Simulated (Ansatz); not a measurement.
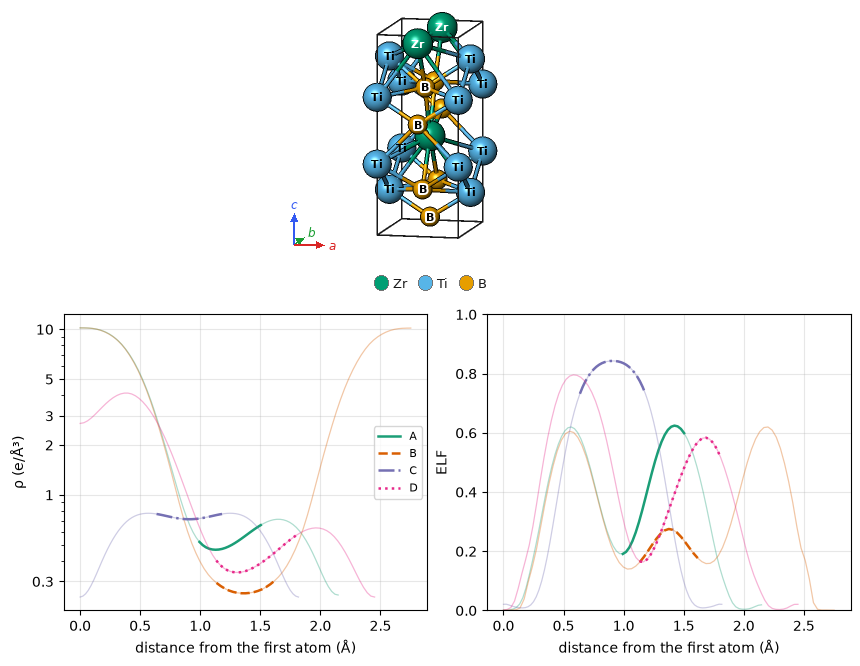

Figure 1: ZrTi$_{2}$B$_{3}$. Valence electron density and ELF along straight lines between neighbouring atoms. Thin, pale parts lie inside the atomic spheres. The structure is drawn too.

Space group Amm2; a generated structure, not necessarily the stable one; computed pressure about −4 GPa in this cell; computed without spin polarisation.

All numbers below come from DFT PBEsol, scalar-relativistic, plane waves, PAW (Ansatz).

Core electrons are frozen (PAW), and the valence fields are smoothed inside the atomic spheres.

The calculation's input:

```
crystal:
  lattice:
    - [3.6367701568, 0.0, 0.0]
    - [0.0, 2.3252602572, 4.43180465]
    - [0.0, -2.3252602572, 4.43180465]
  atoms:
    - { symbol: Zr, position: [0.5, 0.96247423, 0.96247423] }
    - { symbol: Ti, position: [0.0, 0.6873782836, 0.6873782836] }
    - { symbol: Ti, position: [0.0, 0.353468078, 0.353468078] }
    - { symbol: B, position: [0.5, 0.0239252189, 0.4146606695] }
    - { symbol: B, position: [0.5, 0.5584602141, 0.5584602141] }
    - { symbol: B, position: [0.5, 0.4146606695, 0.0239252189] }
basis:
  ecutwfc: 420
kpoints:
  mp_grid: { grid: [8, 8, 8] }
  band_path:
    path:
      - [[0.0, 0.0, 0.0], [0.0, 0.5, 0.5], [0.0, 0.68117885, 0.31882115]]
      - [[0.0, 0.31882115, -0.31882115], [0.0, 0.0, 0.0], [0.5, 0.0, 0.0], [0.5, 0.31882115, -0.31882115]]
      - [[0.5, 0.68117885, 0.31882115], [0.5, 0.5, 0.5], [0.0, 0.5, 0.5]]
      - [[0.0, 0.0, 0.0], [0.0, 0.5, 0.0], [0.5, 0.5, 0.0], [0.5, 0.0, 0.0], [0.5, 0.5, 0.5]]
    npoints: 14
hamiltonian:
  xc: pbesol
scf:
  occupations: { method: gaussian, width: 0.1 }
  n_extra_bands: 15
output:
  forces: true
  stress: true
  eigenvalues: true
  populations: true
  dos: { projected: true, de: 0.02, nscf_kmesh: { grid: [10, 10, 10] } }
  bader: true
  write_density: true
  write_potential: true
  elf: true
  volumetric_format: npy
```

Launched as:

```sh
ansatz run input.yaml --threads 1 --pin off --max-ram 2560MiB --backend cpu --events-out ev --progress --plain --runs-dir out
```

Below, planes, directions and counts refer to the conventional cell (a = 3.64 Å, b = 4.65 Å, c = 8.86 Å, α = 90.00°, β = 90.00°, γ = 90.00°).

### Which curve belongs to which contact (B–B, Ti–B, Ti–Ti and Zr–B)? The first atom named is at distance zero.

Curve A: Ti–B (2.15 Å): the density is about 0.47 e/Å³ at the midpoint; the ELF peaks at about 0.60 in the valence shell of B, 0.7 Å from its nucleus, and is about 0.25 at the midpoint. Curve B: Ti–Ti (2.75 Å): ρ is about 0.25 e/Å³ halfway; the ELF is about 0.30 at the midpoint (no shared electron pair shows on this line). Curve C: B–B (1.82 Å): the density is about 0.71 e/Å³ at the midpoint; the ELF peaks at about 0.85 between the atoms. Curve D: Zr–B (2.45 Å): the density is about 0.35 e/Å³ at the midpoint; the ELF peaks at about 0.60 in the valence shell of B, 0.8 Å from its nucleus, and is about 0.20 at the midpoint (no shared electron pair shows on this line).
